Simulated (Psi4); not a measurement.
# PH2F (phosphinous fluoride(8ci,9ci)) at PBE/2ZaPa-NR (sweep point 1)

What is the vertical ionisation energy of PH2F (phosphinous fluoride(8ci,9ci)) at PBE/2ZaPa-NR (sweep point 1)? 

The results are computed with Psi4 1.11.

## Step 1: The system as given

PH2F has 4 atoms, charge 0, and is taken as a singlet. As SMILES, `FP`. The shape is that of a GFN2-xTB optimisation.

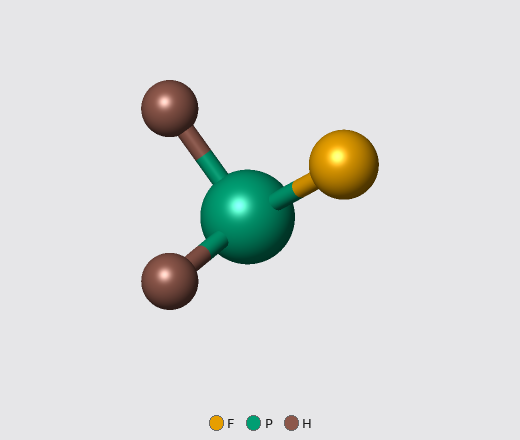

The structure, seen from a chosen angle (fluorine amber, phosphorus teal, hydrogen brown).

## Step 2: The energy at PBE/2ZaPa-NR (sweep point 1)

The input, fh2p.py:

```python
import psi4

psi4.set_memory(1600000000)
psi4.set_num_threads(1)
psi4.core.set_output_file('psi4.out', False)

molecule = psi4.geometry("""
0 1
F      2.19310276     1.26394332    -0.42076642
P     -0.13611697    -0.69746012    -0.90644493
H     -1.99160126     1.08519412    -0.24483292
H     -0.06538452    -1.65167732     1.57206316
units bohr
symmetry c1
""")

psi4.set_options({
    'basis': '2ZaPa-NR',
    'puream': True,
    'scf_type': 'pk',
    'dft_radial_points': 99,
    'dft_spherical_points': 590,
})

e, wfn = psi4.energy('pbe', return_wfn=True)
print(f'pbe energy: {e:.10f} Eh')
```

The run is started by

```
python fh2p.py
```

psi4.out:

```text
[...]
  Running in c1 symmetry.
[...]
  Nuclear repulsion =   59.629017546950799
[...]
  Multiplicity = 1
[...]
  Nalpha       = 13
  Nbeta        = 13
[...]
    Number of basis functions: 57
[...]
   @RKS iter   1:  -442.11280486264724   -1.87724e-01   6.49340e-03 ADIIS/DIIS
[...]
   @RKS iter   8:  -442.17601636715358   -3.55812e-08   7.38436e-07 DIIS
[...]
    Orbital Energies [Eh]
    ---------------------
    Doubly Occupied:
       1A    -76.367889     2A    -24.265605     3A     -6.357731
       4A     -4.579159     5A     -4.572885     6A     -4.568572
       7A     -1.097857     8A     -0.597746     9A     -0.435085
      10A     -0.413461    11A     -0.383657    12A     -0.318947
      13A     -0.248867
[...]
  @RKS Final Energy:  -442.17601636715358
   => Energetics <=
    Nuclear Repulsion Energy =             59.6290175469507986
    One-Electron Energy =                -730.9292518234917679
    Two-Electron Energy =                 263.3181425109362976
    DFT Exchange-Correlation Energy =     -34.1939246015488862
    Empirical Dispersion Energy =           0.0000000000000000
    VV10 Nonlocal Energy =                  0.0000000000000000
    Total Energy =                       -442.1760163671535793
[...]
 Multipole Moments:
 ------------------------------------------------------------------------------------
     Multipole            Electronic (a.u.)      Nuclear  (a.u.)        Total (a.u.)
 ------------------------------------------------------------------------------------
 L = 1.  Multiply by 2.5417464519 to convert [e a0] to [Debye]
 Dipole X            :          1.5048011           -2.0531182           -0.5483171
 Dipole Y            :          0.3067955           -0.5726232           -0.2658277
 Dipole Z            :         -1.1331247            1.3138706            0.1807459
 Magnitude           :                                                    0.6355982
[...]
```

On the terminal:

```text
pbe energy: -442.1760163672 Eh
```

Wall time 8.1 s (1 thread of Intel Xeon Platinum 8375C at 2.90GHz (Ice Lake), shared host); peak memory 0.6 GiB.

## Step 3: The doublet cation at the same level

The input, run.py:

```python
import psi4

psi4.set_memory('1600 MB')
psi4.set_num_threads(1)
psi4.core.set_output_file('run.log', False)

geom = psi4.geometry("""
1 2
F      2.19310276     1.26394332    -0.42076642
P     -0.13611697    -0.69746012    -0.90644493
H     -1.99160126     1.08519412    -0.24483292
H     -0.06538452    -1.65167732     1.57206316
units au
symmetry c1
""")

psi4.set_options({
    'reference': 'uks',
    'puream': True,
    'scf_type': 'pk',
    'dft_radial_points': 99,
    'dft_spherical_points': 590,
    'maxiter': 150,
})

E, wfn = psi4.energy('pbe/2ZaPa-NR', molecule=geom, return_wfn=True)
print(f'total energy {E:.8f} hartree = {E * 27.211386:.5f} eV')
```

The run is started by

```
python run.py
```

run.log:

```text
[...]
  Running in c1 symmetry.
[...]
  Nuclear repulsion =   59.629017546950799
[...]
  Multiplicity = 2
[...]
  Nalpha       = 13
  Nbeta        = 12
[...]
    Number of basis functions: 57
[...]
   @UKS iter   1:  -441.75150935996737    1.73571e-01   4.90049e-03 ADIIS/DIIS
[...]
   @UKS iter   9:  -441.78587026041185   -3.62945e-09   2.93155e-07 DIIS
[...]
   @S^2 Observed:                7.518548626E-01
[...]
    Orbital Energies [Eh]
    ---------------------
    Alpha Occupied:
       1A    -76.727350     2A    -24.582301     3A     -6.712005
       4A     -4.932554     5A     -4.929582     6A     -4.924360
       7A     -1.402697     8A     -0.913633     9A     -0.737230
      10A     -0.708113    11A     -0.694539    12A     -0.614138
      13A     -0.588370
    Alpha Virtual:
      14A     -0.371406    15A     -0.304920    16A     -0.222033
      17A     -0.130912    18A     -0.130133    19A     -0.108947
      20A     -0.088024    21A     -0.050707    22A     -0.047745
      23A     -0.041174    24A     -0.036405    25A     -0.002636
[...]
  @UKS Final Energy:  -441.78587026041185
   => Energetics <=
    Nuclear Repulsion Energy =             59.6290175469507986
    One-Electron Energy =                -722.5648751538280976
    Two-Electron Energy =                 255.0080224115579597
    DFT Exchange-Correlation Energy =     -33.8580350650924657
    Empirical Dispersion Energy =           0.0000000000000000
    VV10 Nonlocal Energy =                  0.0000000000000000
    Total Energy =                       -441.7858702604118548
[...]
 Multipole Moments:
 ------------------------------------------------------------------------------------
     Multipole            Electronic (a.u.)      Nuclear  (a.u.)        Total (a.u.)
 ------------------------------------------------------------------------------------
 L = 1.  Multiply by 2.5417464519 to convert [e a0] to [Debye]
 Dipole X            :          0.8406753           -2.0531182           -1.2124429
 Dipole Y            :         -0.2540473           -0.5726232           -0.8266705
 Dipole Z            :         -1.2739831            1.3138706            0.0398875
 Magnitude           :                                                    1.4679894
[...]
```

Standard output:

```text
total energy -441.78587026 hartree = -12021.60585 eV
```

Wall time 11 s (1 thread of Intel Xeon Platinum 8375C at 2.90GHz (Ice Lake), shared host); peak memory 0.61 GiB.

## Step 4: Results

Level: PBE/2ZaPa-NR (sweep point 1).

| quantity | value |
| --- | --- |
| singlet PH2F: total energy | -442.17602 Eh |
| singlet PH2F: dipole moment | 1.62 D |
| singlet PH2F: HOMO energy | -6.77 eV |
| singlet PH2F: LUMO energy | -2.09 eV |
| singlet PH2F: HOMO–LUMO gap | 4.68 eV |
| doublet cation: total energy | -441.78587 Eh |
| doublet cation: HOMO energy (highest over α and β) | -16.01 eV |
| doublet cation: LUMO energy (lowest over α and β) | -14.42 eV |
| doublet cation: ⟨S²⟩ | 0.752 |
| vertical ionisation energy (to the doublet cation) | 10.616 eV |

In words: Removing an electron at fixed nuclei costs 10.62 eV (1024 kJ/mol). −ε(HOMO) before ionisation, 6.77 eV, is 3.84 eV below this ionisation energy.
